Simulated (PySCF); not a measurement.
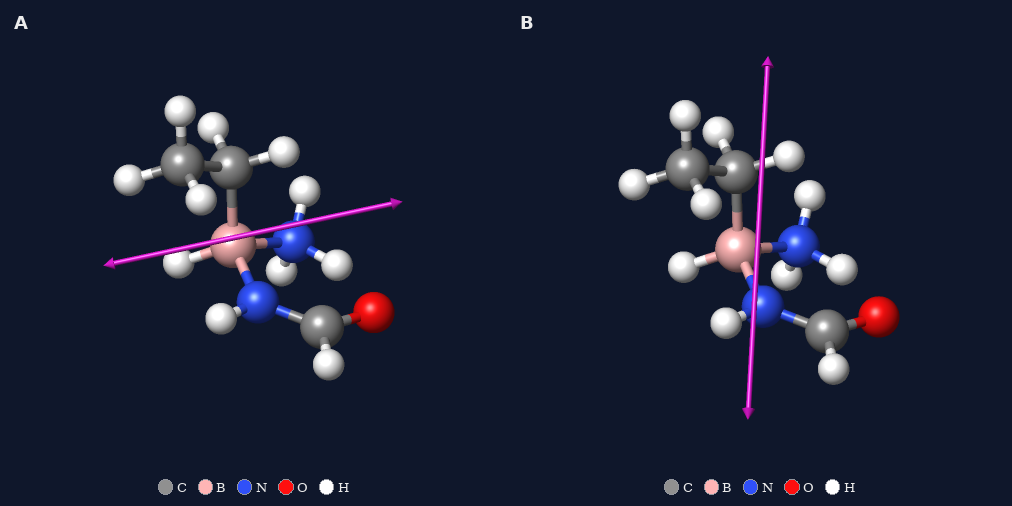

The double arrows show the directions of two transition dipoles from the ground state (lengths mean nothing). Computed geometry: GFN2-xTB optimisation. No frequency run is at hand to confirm it as a minimum. Level of theory: TDDFT ωB97X-D/def2-SVPD, vertical, gas phase, core orbitals frozen in the response (PySCF 2.14.0).

Question: One belongs to singlet state 6 and one to singlet state 7. Which is which?

Answer: A: state 6, 7.87 eV (158 nm), oscillator strength 0.055, mainly HOMO → LUMO+3 (weight 0.79).
B: state 7, 7.98 eV (155 nm), oscillator strength 0.021, of mixed character, with the largest part HOMO → LUMO+4 (weight 0.48).

The geometry is semi-empirical. Around B such bond lengths and angles can be off by a tenth of an ångström or more and by several degrees, and values that hang on the shape move with them.
